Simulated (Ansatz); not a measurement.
**Cl3GeH2N: ladder of methods at one geometry**

How do the methods compare on Cl3GeH2N, in result and in cost? Wanted for Cl3GeH2N: a ladder of methods at one geometry. SMILES: [NH2][Ge]([Cl])([Cl])[Cl].

Program: the Python package of Ansatz 0.2.0. The levels of theory stand in the script. These are calculated values, not measurements.

### 1 The system

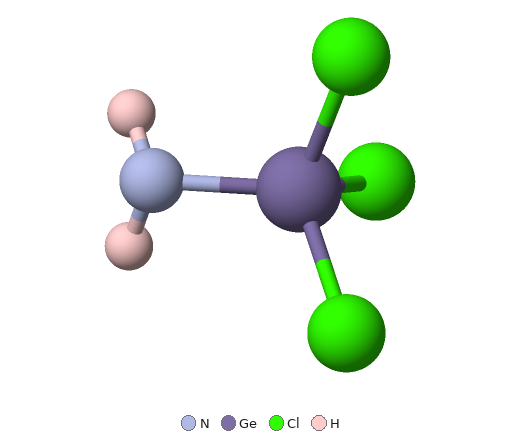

The starting structure, viewed from a chosen angle; nitrogen light blue, germanium purple, chlorine green, hydrogen pink.

The script holds or builds the structure itself.

### 2 Script

Contents of run_methods.py:

```python
"""One geometry of Cl3GeH2N, method by method."""

from pathlib import Path
import warnings

import ansatz as az
import numpy as np

GEOMETRY = """
N    -0.47800    0.50200    1.06190
Ge    0.15420   -0.44660   -0.37400
Cl    1.65090   -1.79390    0.34320
Cl   -1.36360   -1.57310   -1.29460
Cl    1.02400    0.89000   -1.85510
H     0.26330    1.13340    1.42450
H    -1.18950    1.22010    0.64840
"""

warnings.simplefilter("ignore", az.DeckWarning)

system = az.Crystal.molecule()
for line in GEOMETRY.strip().splitlines():
    symbol, *xyz = line.split()
    system = system.atom(symbol, [float(v) for v in xyz])

model = system.calculation().basis(gaussian="def2-SVP")

print("functional    E (Ha)        dipole (D)   HOMO (eV)  LUMO (eV)")
for name in ["hf", "b3lyp", "r2scan0", "pbe"]:
    report = model.functional(name).forces().orbitals().run(threads=1, runs_dir="runs").report
    lines = Path(report["orbitals_path"]).read_text().splitlines()
    field_of = lambda key: [line.split("=")[1].strip() for line in lines if line.startswith(key)]
    orbitals = [(27.211386 * float(e), s, float(n)) for e, s, n in zip(field_of("Ene="), field_of("Spin="), field_of("Occup="))]
    homo = max(e for e, _, n in orbitals if n > 0.5)
    lumo = min(e for e, _, n in orbitals if n < 0.5)
    dipole = 4.803205 * np.linalg.norm(report["charge_distribution"]["dipole_moment_e_ang"])
    print(f"{name:10s} {report['free_energy_ev'] / 27.211386246:14.6f} {dipole:9.3f} {homo:11.3f} {lumo:10.3f}")
```

### 3 What the engine is handed

The package turns the script's settings into the engine's input (first run):

```yaml
crystal:
  periodic: [false, false, false]
  atoms:
    - { symbol: "N", position_ang: [-0.478, 0.502, 1.0619] }
    - { symbol: Ge, position_ang: [0.1542, -0.4466, -0.374] }
    - { symbol: Cl, position_ang: [1.6509, -1.7939, 0.3432] }
    - { symbol: Cl, position_ang: [-1.3636, -1.5731, -1.2946] }
    - { symbol: Cl, position_ang: [1.024, 0.89, -1.8551] }
    - { symbol: H, position_ang: [0.2633, 1.1334, 1.4245] }
    - { symbol: H, position_ang: [-1.1895, 1.2201, 0.6484] }
basis:
  gaussian:
    orbitals: def2-SVP
hamiltonian:
  xc: hf
output:
  orbitals: {}
  forces: true
```

### 4 Launch

The run is started by

```console
python run_methods.py
```

Log:

```text
functional    E (Ha)        dipole (D)   HOMO (eV)  LUMO (eV)
hf           -3508.885269     2.269     -12.213      2.891
b3lyp        -3513.044104     2.143      -8.149     -1.493
r2scan0      -3512.812678     2.285      -8.807     -1.184
pbe          -3512.018621     2.166      -6.944     -2.216
```

It took 19 s on 1 thread of Arm Neoverse V2, shared host; peak memory 0.36 GiB.

### 5 Inputs of later runs

The engine's inputs for the other runs:

Run 2, against run 1:

```diff
@@ -15 +15 @@
-  xc: hf
+  xc: b3lyp
```

Run 3, against run 1:

```diff
@@ -15 +15 @@
-  xc: hf
+  xc: r2scan0
```

Run 4, against run 1:

```diff
@@ -15 +15 @@
-  xc: hf
+  xc: pbe
```

### 6 What each run gave

From the records of these 4 runs:

| run | functional | energy (eV) | SCF cycles | CPU time (s) |
| --- | --- | --- | --- | --- |
| 1 | hf | -95481.6324 | 11 | 2.2 |
| 2 | b3lyp | -95594.8000 | 18 | 4.7 |
| 3 | r2scan0 | -95588.5026 | 17 | 9.1 |
| 4 | pbe | -95566.8952 | 18 | 2.9 |

Totals under unlike functionals or potentials can't be compared directly.

The fields below are those of run 1.

### 7 Orbitals and fields

The fields below are evaluated on a grid from the run's orbitals.

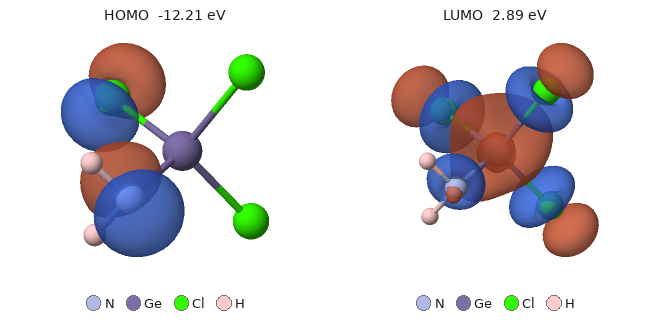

Hartree-Fock/def2-SVP orbitals near the gap, drawn at the value that encloses 70 % of each; the two colours are the two signs.

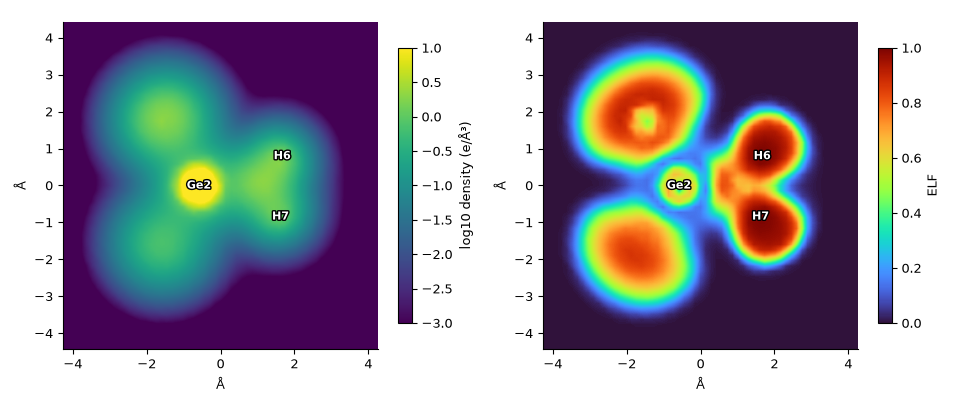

Density (left) and ELF (right) in a plane through or near 3 of the atoms.

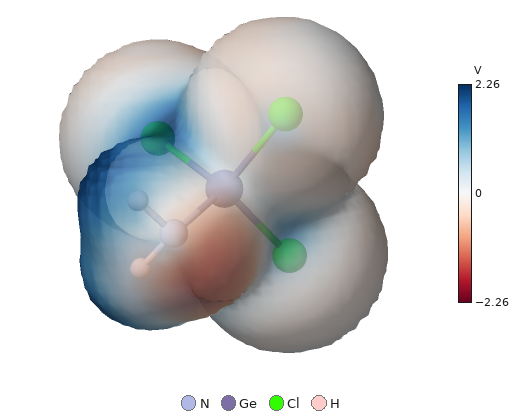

Electrostatic potential on the surface of density 0.002 e/bohr³; red is low, blue high. It runs from -1.13 V near N1 to 2.26 V near H7.

### 8 Results

```
                                               quantity     value
                                          runs compared         4
HOMO-LUMO gap of the mean field (Hartree-Fock/def2-SVP)  15.10 eV
```

In words: In CPU time, run 3 (r2scan0) cost about 4.1 times as much as run 1 (hf). Caveats:
- The geometry is a force-field or estimated start, not a minimum of this method, and the basis set is short of its limit. A lower total doesn't mark the better method: functionals have no common bound, and MP2 and coupled cluster aren't variational.
- b3lyp holds the VWN-RPA fit, as in Gaussian; the form of ORCA and Turbomole is b3lyp5.
- Levels such as HOMO and LUMO are orbital energies: with these approximate functionals they aren't the ionisation energy and electron affinity, and their gap isn't the fundamental gap.
